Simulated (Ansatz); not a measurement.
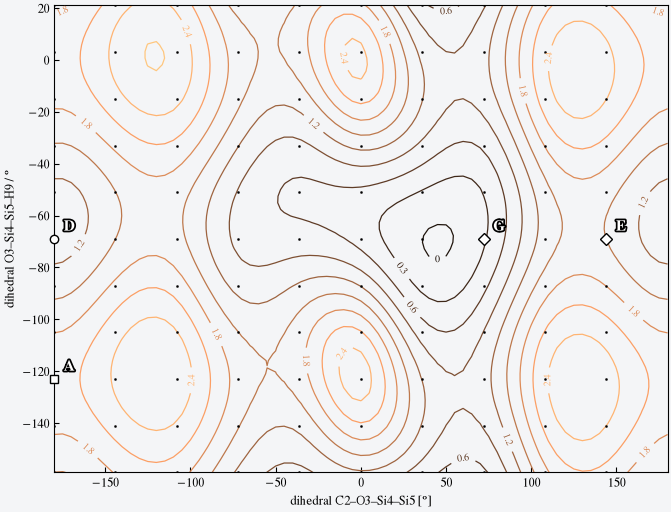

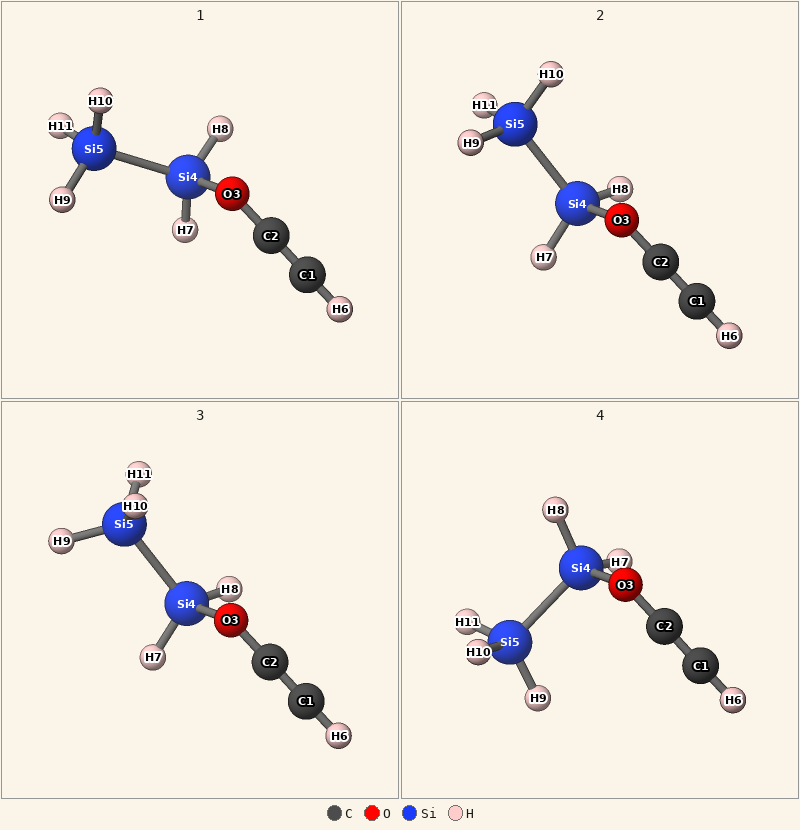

C₂H₆OSi₂, SMILES C#CO[SiH2][SiH3]. The first coordinate is: dihedral C2–O3–Si4–Si5; the second: dihedral O3–Si4–Si5–H9. Nothing is relaxed (all other coordinates rigid). Grid: 10 × 11 points. All energies are given in kcal/mol relative to the lowest grid point. Level of theory: Ansatz, RKS B3LYP-D4/def2-SVP.

Drawn: contour lines labelled in kcal/mol (none above 2.7), dots at the grid points, lettered points. Between grid points the surface is interpolated. The numbered pictures are the structures at these points, in random order.

Question: Which structure belongs to which point?

Answer: A is structure 3: dihedral C2–O3–Si4–Si5 = −180°, dihedral O3–Si4–Si5–H9 = −123°, 2.01 kcal/mol; D is structure 2: dihedral C2–O3–Si4–Si5 = −180°, dihedral O3–Si4–Si5–H9 = −69°, 1.07 kcal/mol; E is structure 1: dihedral C2–O3–Si4–Si5 = 144°, dihedral O3–Si4–Si5–H9 = −69°, 1.50 kcal/mol; G is structure 4: dihedral C2–O3–Si4–Si5 = 72°, dihedral O3–Si4–Si5–H9 = −69°, 0.26 kcal/mol.
